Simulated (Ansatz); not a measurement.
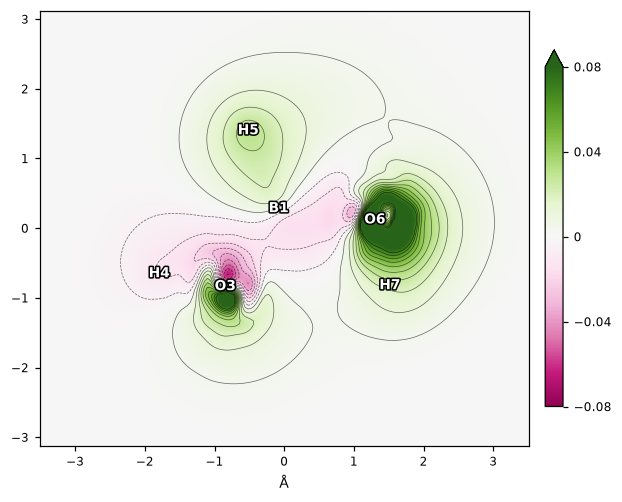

Figure. BH3O2···HF. The HOMO on the plane of atoms B1, O3 and H4 (values in Å⁻³ᐟ²; the overall sign is arbitrary).

Not at a stationary point (largest force 0.7 eV/Å).

Level of theory: Ansatz 0.2.0, RKS r2SCAN-D4/def2-SVP.

Input

```
crystal:
  periodic: [false, false, false]
  atoms:
    - { symbol: B, position_ang: [0.0, 0.0, 0.0] }
    - { symbol: F, position_ang: [0.0, 0.0, 1.67] }
    - { symbol: O, position_ang: [1.2211, 0.0, -0.705] }
    - { symbol: H, position_ang: [1.5209, -0.9519, -0.8599] }
    - { symbol: H, position_ang: [-1.0305, 0.0, -0.595] }
    - { symbol: O, position_ang: [0.0766, 1.621, 0.5392] }
    - { symbol: H, position_ang: [0.4753, 1.6492, 1.4668] }
    - { symbol: H, position_ang: [0.0485, 1.0264, 1.5024] }
basis:
  gaussian: { orbitals: def2-SVP }
hamiltonian:
  xc: r2scan
  dispersion: d4
relax:
  f_tol: 0.15
  max_steps: 25
  restrain:
    - { distance: [0, 5], at: 1.41, k: 30.0 }
    - { distance: [7, 1], at: 0.92, k: 30.0 }
    - { distance: [0, 1], at: 2.52, k: 30.0 }
    - { distance: [7, 5], at: 2.21, k: 30.0 }
output:
  orbitals: {}
```

Run with:

```sh
ansatz run input.yaml --threads 2 --pin off --max-ram 3072MiB --backend cpu --events-out ev --progress --plain --runs-dir out
```

The fields are those of the run's last geometry, not of the input's.

Question: Describe this orbital and give its energy.

Answer: By Hirshfeld shares it lies mainly on O6 (about 50 %) and O3 (about 40 %); largely a combination of lone pairs on O6 and O3. Its energy is −7.96 eV.
